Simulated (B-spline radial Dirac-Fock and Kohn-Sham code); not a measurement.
# Inner shells of Sn²⁶⁺

What does theory give for the Sn²⁶⁺ ion? The session works out its X-ray form factor and Compton profile and the binding energy of each subshell.

The numbers are computed with B-spline radial Dirac-Fock and Kohn-Sham code (version 2): a free atom or ion on a radial basis; each step names its model.

**1. The atom as given**

The Sn²⁶⁺ ion in the configuration [Ar] 3d6.

- nuclear charge: 50
- electrons: 24
- mass number: 120
- nuclear rms radius: 4.6519 fm

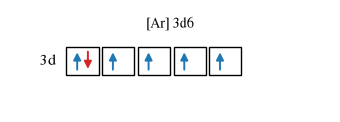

The shells outside the core; arrows follow Hund's rule for the drawing alone (heavy ions are jj-coupled), while the calculation averages over the configuration.

**2. X-ray scattering functions**

Model: Dirac-Fock average of configuration, finite nucleus; form factor of the spherical density, Waller-Hartree incoherent function, impulse-approximation Compton profiles.

The run's settings:

```ini
task = scatter
Z = 50
charge = 26
configuration = 1s2 2s2 2p6 3s2 3p6 3d6
mass_number = 120
rms_radius = 4.6519  # fm
s = [0.0, 0.05, 0.1, 0.15, 0.2, 0.25, 0.3, 0.35, 0.4, 0.45, 0.5, 0.6, 0.7, 0.8, 0.9, 1.0, 1.1, 1.2, 1.4, 1.6, 1.8, 2.0, 2.5, 3.0, 3.5, 4.0, 5.0, 6.0]  # 1/A
pz = [0, 0.1, 0.14, 0.19, 0.25, 0.35, 0.47, 0.64, 0.88, 1.2, 1.6, 2.2, 3.0, 4.1, 5.7, 7.7, 11.0, 14.0, 20.0, 27.0, 36.0]  # a.u.
photon_energy = [1000, 10000, 17479.3, 20000, 30000, 200000, 500000, 1000000]  # eV
```

Results of the run (chosen fields of its result record, rounded):

```text
{
  "status": "converged",
  "form_factor [e]": [24.0, 23.97, 23.879, 23.729, 23.521, 23.258, 22.942, 22.576, 22.165, 21.712, 21.222, 20.148, 18.982, 17.763, 16.527, 15.305, 14.126, 13.011, 11.03, 9.422, 8.178, 7.2449, 5.8142, 4.9686, 4.2643, 3.6048, 2.5199, 1.8376],
  "incoherent": [1.1145e-11, 0.027372, 0.1091, 0.24404, 0.4303, 0.66533, 0.94599, 1.2686, 1.6292, 2.0232, 2.4463, 3.361, 4.3369, 5.341, 6.3448, 7.3261, 8.2683, 9.1609, 10.777, 12.165, 13.348, 14.359, 16.342, 17.823, 18.984, 19.9, 21.162, 21.914],
  "compton_total [1/a.u.]": [1.3564, 1.3562, 1.356, 1.3557, 1.3551, 1.3538, 1.3517, 1.3477, 1.3399, 1.3258, 1.3022, 1.2548, 1.1716, 1.0299, 0.80501, 0.56327, 0.32075, 0.20685, 0.09633, 0.044767, 0.019828],
  "shells": ["1s1/2", "2s1/2", "2p1/2", "2p3/2", "3s1/2", "3p1/2", "3p3/2", "3d3/2", "3d5/2"],
  "occupation": [2.0, 2.0, 2.0, 4.0, 2.0, 2.0, 4.0, 2.4, 3.6],
  "mean_momentum [a.u.]": [45.832, 16.272, 21.748, 20.699, 8.3465, 9.9341, 9.647, 11.513, 11.402],
  "r2 [bohr^2]": 1.648,
  "r_inverse [1/bohr]": 261.87,
  "r1 [bohr]": 5.2458,
  "coherent [b]": [381.92, 285.58, 185.13, 159.91, 96.979, 4.6057, 0.81223, 0.20869],
  "incoherent_cross_section [b]": [0.02354, 1.8511, 4.0147, 4.646, 6.5363, 8.9195, 6.7618, 5.0194],
  "radial_jk": {
    "3d": {"j0": [1.0, 0.99821, 0.99286, 0.98402, 0.97177, 0.95625, 0.93764, 0.91612, 0.89191, 0.86528, 0.83647, 0.77346, 0.70518, 0.6339, 0.56177, 0.49072, 0.42236, 0.35797, 0.24451, 0.15407, 0.086395, 0.038744, -0.01807, -0.027878, -0.022556, -0.015066, -0.0052586, -0.0015066], "j2": [0.0, 0.00071531, 0.0028499, 0.00637, 0.01122, 0.017325, 0.02459, 0.032904, 0.042144, 0.052172, 0.062846, 0.085528, 0.10898, 0.13206, 0.15371, 0.1731, 0.18958, 0.20271, 0.21836, 0.22048, 0.21152, 0.19476, 0.13878, 0.087003, 0.050315, 0.027528, 0.0071779, 0.0013798], "j4": [0.0, 2.1063e-07, 3.3569e-06, 1.6884e-05, 5.2881e-05, 0.00012761, 0.00026088, 0.00047531, 0.00079542, 0.0012468, 0.001855, 0.0036393, 0.0063202, 0.010018, 0.014783, 0.020593, 0.027349, 0.034888, 0.051438, 0.068298, 0.083594, 0.095923, 0.11019, 0.10408, 0.087363, 0.068275, 0.037337, 0.01929], "r2": 0.097185, "r4": 0.016307, "r6": 0.0042207}
  }
}
```

Form factor and incoherent function, every second point:

```csv
s (1/Å),f (e),f / N,S(s)
0,24.00,1.000,0
0.100,23.88,0.995,0.1091
0.200,23.52,0.980,0.4303
0.300,22.94,0.956,0.9460
0.400,22.16,0.924,1.629
0.500,21.22,0.884,2.446
0.700,18.98,0.791,4.337
0.900,16.53,0.689,6.345
1.10,14.13,0.589,8.268
1.40,11.03,0.460,10.78
1.80,8.178,0.341,13.35
2.50,5.814,0.242,16.34
3.50,4.264,0.178,18.98
5.00,2.520,0.105,21.16
```

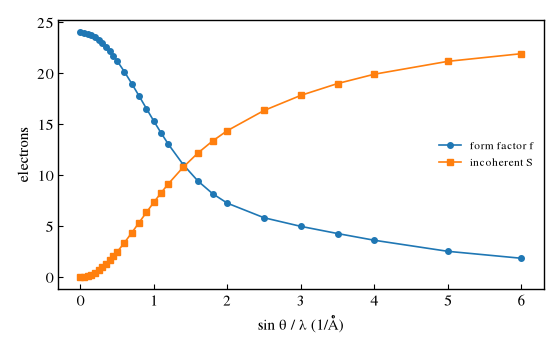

Form factor and incoherent scattering function.

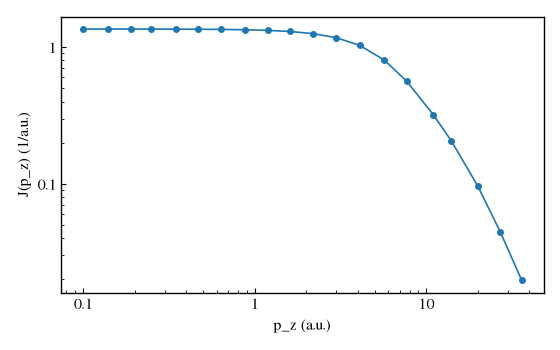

Compton profile, summed over all shells.

**3. Core and valence levels**

Model: Dirac-Fock average of configuration, Delta-SCF, finite nucleus, first-order Breit with its frequency dependence, self-energy and vacuum polarisation.

The run's settings:

```ini
task = binding
```

Results of the run (chosen fields of its result record, rounded):

```text
{
  "status": "converged",
  "shells": ["K", "L1", "L2", "L3", "M1", "M2", "M3", "M4,5"],
  "total_energy_parts [Ha]": [-5780.21804, 4.72716108, -0.472830332, -0.0427319155, 3.3337159, -0.425533256],
  "koopmans [eV]": [30403.4, 5534.66, 5229.3, 4995.85, 1804.06, 1679.42, 1630.58, 1432.46],
  "dirac_coulomb [eV]": [30362.7, 5520.72, 5212.67, 4980.13, 1802.07, 1677.13, 1628.47, 1429.6],
  "gaunt [eV]": [-69.7415, -6.6303, -11.4646, -8.26916, -1.26777, -2.20462, -1.5451, -0.671268],
  "retardation [eV]": [5.06062, 0.443017, 1.25095, 1.25181, 0.100654, 0.266116, 0.2674, 0.110513],
  "breit_frequency [eV]": [0.522492, -0.0501444, -0.00258197, 0.225485, -0.0126935, -0.00833801, 0.0444328, -0.00334544],
  "self_energy [eV]": [-37.2298, -4.60713, 0.313385, -0.116979, -1.02972, 0.0506424, -0.03619, 0.0583806],
  "vacuum_polarisation [eV]": [4.91448, 0.563191, -0.01503, -0.0302243, 0.121405, -0.00310452, -0.00684542, -0.00646593],
  "binding [eV]": [30266.2, 5510.44, 5202.75, 4973.19, 1799.98, 1675.23, 1627.2, 1429.09],
  "mean_radius [bohr]": [0.0290468, 0.124329, 0.105326, 0.110565, 0.32301, 0.312029, 0.321201, 0.289675]
}
```

total_energy_parts: Dirac-Coulomb, Gaunt, retardation, frequency dependence, self-energy, vacuum polarisation. 

The binding energies by parts, in eV; the parts add up.

```csv
level,-ε,relaxation,Breit,QED,binding
K (1s),30403.4,-40.75,-64.16,-32.32,30266.2
L1 (2s),5534.7,-13.94,-6.24,-4.04,5510.4
L2 (2p1/2),5229.3,-16.64,-10.22,0.30,5202.8
L3 (2p3/2),4995.9,-15.72,-6.79,-0.15,4973.2
M1 (3s),1804.1,-1.99,-1.18,-0.91,1800.0
M2 (3p1/2),1679.4,-2.29,-1.95,0.05,1675.2
M3 (3p3/2),1630.6,-2.10,-1.23,-0.04,1627.2
"M4,5 (3d)",1432.5,-2.86,-0.56,0.05,1429.1
```

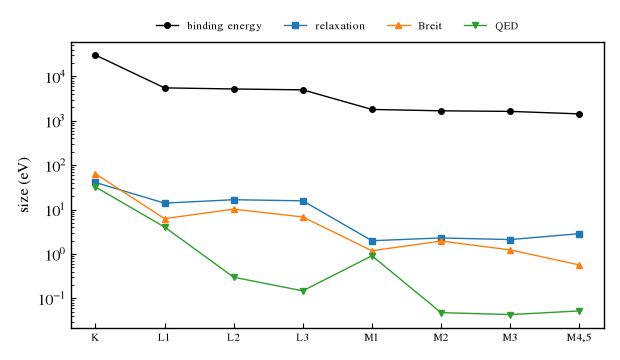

Binding energies and the sizes of their corrections, level by level (signs dropped).

Line energies follow by subtraction:

```csv
line,energy (eV)
Kβ1 (K-M3),28639.0
Kβ3 (K-M2),28591.0
Kα1 (K-L3),25293.0
Kα2 (K-L2),25063.5
Lβ3 (L1-M3),3883.2
Lβ4 (L1-M2),3835.2
Lη (L2-M1),3402.8
Lℓ (L3-M1),3173.2
```

**4. What came out**

| quantity | value |
| --- | --- |
| rms radius of the electron cloud | 0.262 bohr |
| form factor halves at | 1.3 1/Å |
| Compton profile at zero | 1.356 1/a.u. |
| deepest level listed, K (1s) | 30266.2 eV |
| least bound, M4,5 (3d) | 1429.1 eV |
| Kα1 | 25293.0 eV |
| ionisation energy, NIST (theoretical) | 1421.00 eV |

What this shows: The form factor starts at the 24 electrons and halves by s = 1.3 1/Å. Incoherent scattering outweighs coherent from 200 keV on, among the energies asked. The K (1s) level lies 40.7 eV under Koopmans' value by relaxation alone; Breit gives -64.16 and QED -32.32 eV. NIST's ionisation energy differs by -8.09 eV from the least binding energy; the calculation averages open shells over their j components and terms. The Hartree-Fock and Dirac-Fock values hold no electron correlation.
